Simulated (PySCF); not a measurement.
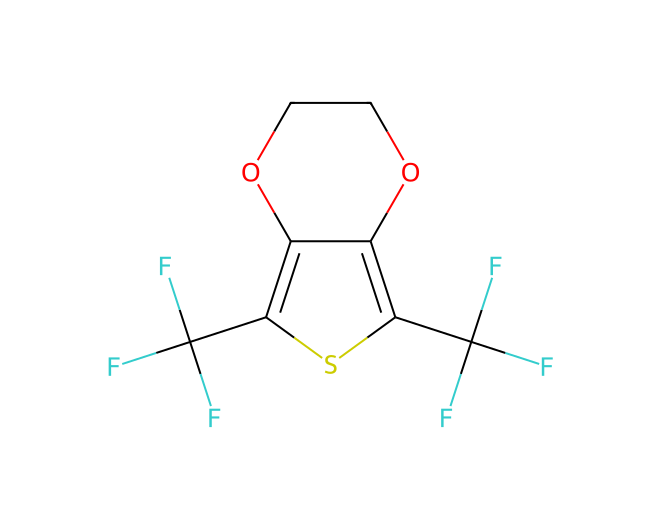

Computed geometry: GFN2-xTB optimisation. No frequency run is at hand to confirm it as a minimum. Properties computed with PBE/6-31G*, gas phase (PySCF 2.14.0). Excitations: vertical, linear response.

### Estimate the mean static polarisability.

106.9 bohr³.

### Give the HOMO energy (Kohn–Sham orbital) at this level.

−5.62 eV.

### What is the lowest vertical singlet excitation?

4.52 eV.

### Give the LUMO energy (Kohn–Sham orbital) at this level.

−1.87 eV.
